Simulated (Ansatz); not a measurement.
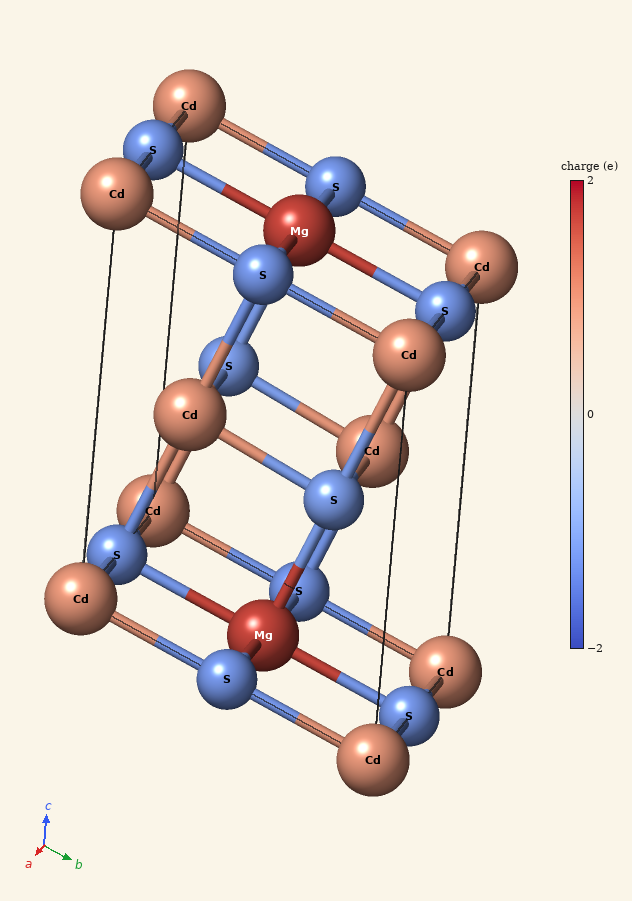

This ball-and-stick model is shown slightly off an axis. Atoms at the boundary of the cell (the run's own, in a reduced setting) (the box) are drawn once for each face, edge or corner they touch. The atoms of this MgCd₃S₄ cell are coloured by their Bader charge.

Run with Ansatz, DFT PBE, scalar-relativistic, plane waves, PAW and these settings: plane waves up to 420 eV, k-points about 0.16 Å⁻¹ apart, Gaussian smearing of 0.01 eV, no spin polarisation.

### Give the charges by element.

Most positive: Mg; most negative: S. Charges: about Mg +1.7 e; Cd +0.9 e; S -1.2 to -1.1 e. The transfer is large, as in an ionic solid.

Origin of the cell: a structure type filled with these elements by a generator (whether the compound takes this form wasn't checked). Earlier steps of the study, as a rule a relaxation of our own, may have changed the cell and positions, so they can lie some per cent off the listed ones. It went into a calculation with Ansatz.
